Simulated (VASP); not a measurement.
# A VASP study of BeAu (LDA): structure first, properties next

Aim: relax BeAu, then compute properties on the relaxed cell. The steps: full relaxation (LDA), second relaxation, density, ELF and potential (LDA), bands along the symmetry lines (LDA), density of states (LDA), zone-centre phonons (LDA) and electric field gradients (LDA). The start is a cell from a database of measured crystal structures.

Program: VASP 6.6.1. Level of theory: LDA; plane waves and PAW (Be, Au). Results are calculated unless marked as measured.

The database entry behind the starting cell is an old determination (1947), so it need not match the best structure at ambient conditions.

### Step 1. The starting structure

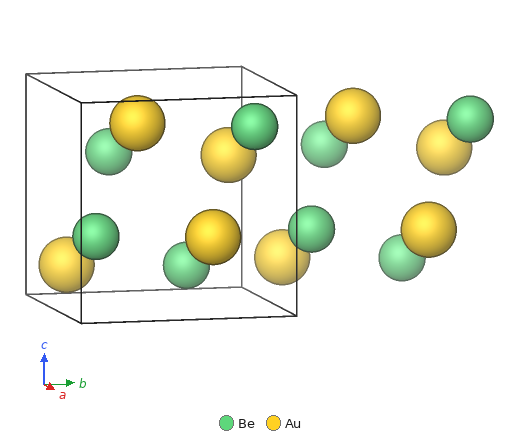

The cell as given, slightly off an axis (beryllium green, gold yellow). 1×2×1 cells are drawn.

As a file:

```xyz
8
Lattice="4.6680 0.0000 0.0000 0.0000 4.6680 0.0000 0.0000 0.0000 4.6680" Properties=species:S:1:pos:R:3 pbc="T T T"
Be    3.9398    3.9398    3.9398
Be    3.0622    0.7282    1.6058
Be    1.6058    3.0622    0.7282
Be    0.7282    1.6058    3.0622
Au    0.7002    0.7002    0.7002
Au    1.6338    3.9678    3.0342
Au    3.0342    1.6338    3.9678
Au    3.9678    3.0342    1.6338
```

### Step 2. Full relaxation (LDA)

Properties are meant for the cell that this level of theory prefers, so cell and atoms are relaxed first (ISIF = 3) until forces and stress are small; EDIFFG sets the threshold. LDA, the lowest rung, knows the local density alone.

Contents of INCAR:

```
SYSTEM = BeAu
PREC = Accurate
ENCUT = 400
EDIFF = 1E-06
NELM = 100
ISMEAR = 1
SIGMA = 0.2
LREAL = .FALSE.
ALGO = Normal
GGA = CA
NBANDS = 34
LASPH = .TRUE.
LORBIT = 11
LWAVE = .FALSE.
LCHARG = .FALSE.
KPAR = 4
IBRION = 2
NSW = 60
ISIF = 3
EDIFFG = -0.01
```

Contents of POSCAR:

```
BeAu
1.0
    4.6680000000      0.0000000000      0.0000000000
    0.0000000000      4.6680000000      0.0000000000
    0.0000000000      0.0000000000      4.6680000000
Be Au
4 4
Direct
    0.8440000000      0.8440000000      0.8440000000
    0.6560000000      0.1560000000      0.3440000000
    0.3440000000      0.6560000000      0.1560000000
    0.1560000000      0.3440000000      0.6560000000
    0.1500000000      0.1500000000      0.1500000000
    0.3500000000      0.8500000000      0.6500000000
    0.6500000000      0.3500000000      0.8500000000
    0.8500000000      0.6500000000      0.3500000000
```

Contents of KPOINTS:

```
Automatic mesh
0
Gamma
5 5 5
0 0 0
```

PAW data sets: Be and Au (LDA family, release 64).

The run is started by

```console
> mpirun -np 4 vasp_std
```

The program printed:

```text
[banner, memory and clock lines left out]
running    4 mpi-ranks, on    1 nodes
 distrk:  each k-point on    1 cores,    4 groups
 distr:  one band on    1 cores,    1 groups

 POSCAR found type information on POSCAR BeAu
 POSCAR found :  2 types and       8 ions
 LDA part: xc-table for (Slater(with rela. corr.)+CA(PZ))
 , standard interpolation
 POSCAR, INCAR and KPOINTS ok, starting setup
 FFT: planning ... GRIDC
 FFT: planning ... GRID_SOFT
 FFT: planning ... GRID
 WAVECAR not read
 entering main loop
       N       E                     dE             d eps       ncg     rms          rms(c)
DAV:   1     0.222450779160E+03    0.22245E+03   -0.21631E+04   748   0.116E+03
DAV:   2    -0.330282282507E+02   -0.25548E+03   -0.24692E+03   810   0.259E+02
DAV:   3    -0.414591848519E+02   -0.84310E+01   -0.83182E+01   922   0.432E+01
DAV:   4    -0.415423318791E+02   -0.83147E-01   -0.82917E-01   864   0.437E+00
DAV:   5    -0.415431481210E+02   -0.81624E-03   -0.81561E-03   924   0.442E-01    0.214E+01
DAV:   6    -0.363528701796E+02    0.51903E+01   -0.22802E+01   870   0.317E+01    0.118E+01
DAV:   7    -0.362477755697E+02    0.10509E+00   -0.80835E-01   840   0.564E+00    0.619E+00
DAV:   8    -0.361793966175E+02    0.68379E-01   -0.28344E-02   892   0.815E-01    0.653E-01
DAV:   9    -0.361768200879E+02    0.25765E-02   -0.54959E-03   928   0.515E-01    0.118E-01
DAV:  10    -0.361768637723E+02   -0.43684E-04   -0.27484E-04   844   0.829E-02    0.798E-02
DAV:  11    -0.361768469748E+02    0.16798E-04   -0.27398E-05   880   0.347E-02    0.593E-03
DAV:  12    -0.361768469625E+02    0.12272E-07   -0.13451E-06   532   0.618E-03
   1 F= -.36176847E+02 E0= -.36173203E+02  d E =-.361768E+02
 curvature:   0.00 expect dE= 0.000E+00 dE for cont linesearch  0.000E+00
 trial: gam= 0.00000 g(F)=  0.760E-03 g(S)=  0.146E+00 ort = 0.000E+00 (trialstep = 0.100E+01)
 search vector abs. value=  0.146E+00
 bond charge predicted
       N       E                     dE             d eps       ncg     rms          rms(c)
DAV:   1    -0.378864527119E+02   -0.17096E+01   -0.25692E+01   758   0.364E+01    0.782E+00
DAV:   2    -0.362044437059E+02    0.16820E+01   -0.59474E+00   754   0.177E+01    0.252E+00
DAV:   3    -0.361902251204E+02    0.14219E-01   -0.14221E-01   848   0.202E+00    0.157E+00
DAV:   4    -0.361804904276E+02    0.97347E-02   -0.48966E-02   848   0.809E-01    0.144E-01
DAV:   5    -0.361794810551E+02    0.10094E-02   -0.35826E-03   872   0.388E-01    0.116E-01
DAV:   6    -0.361794905038E+02   -0.94487E-05   -0.35857E-04   888   0.975E-02    0.467E-02
DAV:   7    -0.361794731787E+02    0.17325E-04   -0.27428E-05   862   0.224E-02    0.546E-03
DAV:   8    -0.361794740044E+02   -0.82575E-06   -0.60236E-07   594   0.438E-03
   2 F= -.36179474E+02 E0= -.36175065E+02  d E =-.262704E-02
[... from here on, the cycles between the ionic steps are left out ...]
   3 F= -.36215232E+02 E0= -.36211196E+02  d E =-.383850E-01
   4 F= -.36215222E+02 E0= -.36211178E+02  d E =-.383747E-01
   5 F= -.36216766E+02 E0= -.36212736E+02  d E =-.154448E-02
   6 F= -.36219602E+02 E0= -.36215633E+02  d E =-.438016E-02
   7 F= -.36216790E+02 E0= -.36213039E+02  d E =-.156809E-02
   8 F= -.36219982E+02 E0= -.36216055E+02  d E =-.476040E-02
   9 F= -.36219969E+02 E0= -.36216099E+02  d E =0.126487E-04
  10 F= -.36220085E+02 E0= -.36216185E+02  d E =-.103042E-03
 curvature:  -0.43 expect dE=-0.702E-04 dE for cont linesearch -0.117E-05
 trial: gam= 0.78571 g(F)=  0.650E-04 g(S)=  0.987E-04 ort =-0.261E-04 (trialstep = 0.139E+01)
 search vector abs. value=  0.277E-03
 bond charge predicted
       N       E                     dE             d eps       ncg     rms          rms(c)
DAV:   1    -0.362201858888E+02   -0.99833E-04   -0.76139E-02   752   0.121E+00    0.377E-02
DAV:   2    -0.362202212784E+02   -0.35390E-04   -0.73707E-04   942   0.174E-01    0.187E-02
DAV:   3    -0.362202131213E+02    0.81570E-05   -0.17547E-05   894   0.222E-02    0.110E-02
DAV:   4    -0.362202098437E+02    0.32777E-05   -0.16888E-05   872   0.184E-02    0.259E-03
DAV:   5    -0.362202097076E+02    0.13606E-06   -0.11818E-06   450   0.563E-03
  11 F= -.36220210E+02 E0= -.36216326E+02  d E =-.124558E-03
 trial-energy change:   -0.000125  1 .order   -0.000129   -0.000200   -0.000059
 step:   2.2435(harm=  1.9752)  dis= 0.00173  next Energy=   -36.220227 (dE=-0.141E-03)
 reached required accuracy - stopping structural energy minimisation
```

Elapsed: 27 s, on 4 MPI ranks of AMD EPYC 9R45, shared host; peak memory 0.57 GiB; 1.7 min of CPU time.

Lines that name or quote the potential files are left out of all logs, and their timing lines are given in words.

From OUTCAR (step 2):

```text
ion  position               nearest neighbor table
   1  0.844  0.844  0.844-   5 2.47   6 2.48   7 2.48   8 2.48   7 2.53   8 2.53   6 2.53
   2  0.656  0.156  0.344-   6 2.47   5 2.48   7 2.48   8 2.48   7 2.53   8 2.53   5 2.53
   3  0.344  0.656  0.156-   7 2.47   6 2.48   5 2.48   8 2.48   8 2.53   6 2.53   5 2.53
   4  0.156  0.344  0.656-   8 2.47   6 2.48   7 2.48   5 2.48   6 2.53   5 2.53   7 2.53
   5  0.150  0.150  0.150-   1 2.47   2 2.48   3 2.48   4 2.48   3 2.53   4 2.53   2 2.53   6 2.88
                             7 2.88   8 2.88   6 2.88   8 2.88   7 2.88
   6  0.350  0.850  0.650-   2 2.47   1 2.48   3 2.48   4 2.48   3 2.53   4 2.53   1 2.53   8 2.88
                             5 2.88   5 2.88   7 2.88   7 2.88   8 2.88
   7  0.650  0.350  0.850-   3 2.47   2 2.48   1 2.48   4 2.48   4 2.53   2 2.53   1 2.53   8 2.88
                             5 2.88   8 2.88   6 2.88   6 2.88   5 2.88
   8  0.850  0.650  0.350-   4 2.47   2 2.48   3 2.48   1 2.48   2 2.53   1 2.53   3 2.53   7 2.88
                             5 2.88   7 2.88   5 2.88   6 2.88   6 2.88

  LATTYP: Found a simple cubic cell.
 ALAT       =     4.6680000000

 Subroutine GETGRP returns: Found 12 space group operations
 (whereof  3 operations were pure point group operations)

The static configuration has the point symmetry C_3 .
 The point group associated with its full space group is T   .

 Found     11 irreducible k-points:

   k-points           NKPTS =     11   k-points in BZ     NKDIM =     11   number of bands    NBANDS=     34

   dimension x,y,z NGX =    30 NGY =   30 NGZ =   30
   dimension x,y,z NGXF=    60 NGYF=   60 NGZF=   60

   ENCUT  =  400.0 eV  29.40 Ry    5.42 a.u.   7.61  7.61  7.61*2*pi/ulx,y,z

   NELECT =      52.0000    total number of electrons

 k-points in reciprocal lattice and weights: Automatic mesh
   0.00000000  0.00000000  0.00000000       0.008
   0.20000000  0.00000000  0.00000000       0.048
   0.40000000  0.00000000  0.00000000       0.048
   0.20000000  0.20000000  0.00000000       0.096
   0.40000000  0.20000000  0.00000000       0.096
  -0.20000000  0.40000000  0.00000000       0.096
   0.40000000  0.40000000  0.00000000       0.096
   0.20000000  0.20000000  0.20000000       0.064
   0.40000000  0.20000000  0.20000000       0.192
   0.40000000  0.40000000  0.20000000       0.192
   0.40000000  0.40000000  0.40000000       0.064

 average (electrostatic) potential at core
       1 -28.2838       2 -28.2838       3 -28.2838       4 -28.2838       5 -65.5415
       6 -65.5415       7 -65.5415       8 -65.5415

 E-fermi :   9.2146

 k-point     1 :       0.0000    0.0000    0.0000
  band No.  band energies     occupation
    ...
     23       6.8877      2.00000
     24       6.8877      2.00000
     25       8.8734      2.03654
     26       8.8734      2.03654
     27       8.8734      2.03654
     28      13.6774      0.00000
     29      13.6774      0.00000
     30      14.0086      0.00000
     31      14.0086      0.00000
     32      14.0086      0.00000
    ...

 k-point     2 :       0.2000    0.0000    0.0000
  band No.  band energies     occupation
    ...
     22       5.8428      2.00000
     23       6.9452      2.00000
     24       7.5860      2.00000
     25       8.4534      2.00000
     26       8.6854      2.00118
     27      10.5993     -0.00000
     28      12.5054     -0.00000
     29      12.5904     -0.00000
     30      12.8431     -0.00000
     31      13.3805      0.00000
    ...

 k-point     3 :       0.4000    0.0000    0.0000
  band No.  band energies     occupation
    ...
     22       5.8601      2.00000
     23       7.3163      2.00000
     24       7.3483      2.00000
     25       8.5135      2.00001
     26       8.9978      2.06357
     27      10.1894     -0.00000
     28      10.9597     -0.00000
     29      12.3033     -0.00000
     30      12.3846     -0.00000
     31      14.4838      0.00000
    ...

  Total       -0.0439676     -0.0439676     -0.0439676     -0.0000000      0.0000000      0.0000000
  in kB       -0.7117018     -0.7117018     -0.7117018     -0.0000000      0.0000000      0.0000000
  external PRESSURE =      -0.7117018 kB  Pullay stress =       0.0000000 kB

  energy-cutoff  :      400.00
  volume of cell :       98.98
      direct lattice vectors                 reciprocal lattice vectors
     4.625747304  0.000000000  0.000000000     0.216181286 -0.000000000 -0.000000000
     0.000000000  4.625747304  0.000000000    -0.000000000  0.216181286 -0.000000000
     0.000000000  0.000000000  4.625747304    -0.000000000 -0.000000000  0.216181286

 POSITION                                       TOTAL-FORCE (eV/Angst)
 -----------------------------------------------------------------------------------
      3.91077      3.91077      3.91077        -0.001918     -0.001918     -0.001918
      3.02785      0.71497      1.59790         0.001918      0.001918     -0.001918
      1.59790      3.02785      0.71497        -0.001918      0.001918      0.001918
      0.71497      1.59790      3.02785         0.001918     -0.001918      0.001918
      0.70761      0.70761      0.70761         0.002109      0.002109      0.002109
      1.60526      3.91814      3.02048        -0.002109     -0.002109      0.002109
      3.02048      1.60526      3.91814         0.002109     -0.002109     -0.002109
      3.91814      3.02048      1.60526        -0.002109      0.002109     -0.002109
 -----------------------------------------------------------------------------------
    total drift:                                0.000000      0.000000     -0.000000

  FREE ENERGIE OF THE ION-ELECTRON SYSTEM (eV)
  ---------------------------------------------------
  free  energy   TOTEN  =       -36.2202097076 eV

  energy  without entropy=      -36.2085573126  energy(sigma->0) =      -36.21632558

 reached required accuracy - stopping structural energy minimisation

 total charge
# of ion       s       p       d       tot
------------------------------------------
    1        0.366   0.567   0.000   0.932
    2        0.366   0.567   0.000   0.932
    3        0.366   0.567   0.000   0.932
    4        0.366   0.567   0.000   0.932
    5        0.663   0.593   8.641   9.896
    6        0.663   0.593   8.641   9.896
    7        0.663   0.593   8.641   9.896
    8        0.663   0.593   8.641   9.896
--------------------------------------------------
tot          4.113   4.637  34.564  43.314

[... 3 further parts left out ...]
```

The k-mesh is coarse for a metal. The run keeps the 12 symmetry operations of its start, so it cannot find a distortion of lower symmetry.

The steps of the relaxation:

```
step  energy less that of the first step (eV)  largest force (eV/Å)  pressure (GPa)  volume (Å³)
   1                                   0.0000                0.0473           -4.47       101.72
   2                                  -0.0026                0.1175            4.83        96.59
   3                                  -0.0384                0.0817            0.02        99.05
   4                                  -0.0384                0.0826            0.11        99.00
   5                                  -0.0399                0.0709            0.11        98.98
   6                                  -0.0428                0.0340            0.12        98.91
   7                                  -0.0399                0.0765            0.22        98.77
   8                                  -0.0431                0.0188            0.14        98.87
   9                                  -0.0431                0.0111           -0.33        99.13
  10                                  -0.0432                0.0150           -0.12        99.00
  11                                  -0.0434                0.0037           -0.07        98.98
```

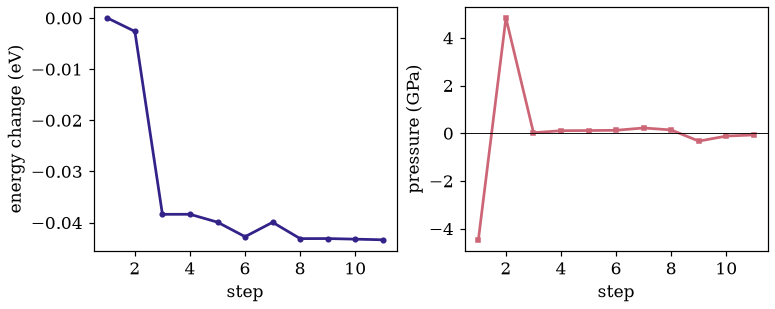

Energy and pressure along the relaxation.

```csv
"conventional cell, symmetrised",before,after,change
a (Å),4.668,4.626,-0.9 %
b (Å),4.668,4.626,-0.9 %
c (Å),4.668,4.626,-0.9 %
volume (Å³/atom),12.71,12.37,-2.7 %
```

The atoms that moved most (Å, as changes of fractional coordinates times the final cell):

| atom | dx | dy | dz | length |
| --- | --- | --- | --- | --- |
| Au5 | 0.014 | 0.014 | 0.014 | 0.024 |
| Au8 | -0.014 | 0.014 | -0.014 | 0.024 |
| Au6 | -0.014 | -0.014 | 0.014 | 0.024 |
| Au7 | 0.014 | -0.014 | -0.014 | 0.024 |
| Be4 | -0.007 | 0.007 | -0.007 | 0.012 |
| Be3 | 0.007 | -0.007 | -0.007 | 0.012 |
| Be2 | -0.007 | -0.007 | 0.007 | 0.012 |
| Be1 | 0.007 | 0.007 | 0.007 | 0.012 |

Final coordinates:

```xyz
8
Lattice="4.6257 0.0000 0.0000 0.0000 4.6257 0.0000 0.0000 0.0000 4.6257" Properties=species:S:1:pos:R:3 pbc="T T T"
Be    3.9108    3.9108    3.9108
Be    3.0278    0.7150    1.5979
Be    1.5979    3.0278    0.7150
Be    0.7150    1.5979    3.0278
Au    0.7076    0.7076    0.7076
Au    1.6053    3.9181    3.0205
Au    3.0205    1.6053    3.9181
Au    3.9181    3.0205    1.6053
```

This step gave:

| Item | Value |
| --- | --- |
| electrons | 52 |
| bands | 34 |
| irreducible k-points | 11 |
| symmetry operations | 12 |
| free energy (TOTEN) | -36.22 eV |
| energy at zero smearing | -36.22 eV |
| Fermi energy | 9.215 eV |
| pressure | -0.07117 GPa |
| metallic | yes |
| SCF cycles over all ionic steps | 73 |

It ends with a largest force of 0.004 eV/Å and a pressure of -0.07 GPa. The volume lies -2.7 % from that of the database's start, which holds the thermal and zero-point expansion of its experiment.

(Continued in part 2 of 5.)

[Lines on the potential files, build, host, timing and source positions are cut from VASP's logs without a mark.]

[Logs are printed without paths, hosts, clocks, repeated set-up lines and the standing remarks that a program may print on its own settings, such as how far it seeks lower states.]

[Hosts, paths, dates, database ids (printed as entryN), source tags and the programs' standing remarks are cut or masked in the printed files.]

[A measured line is paired with the nearest computed mode of its activity, which favours agreement.]
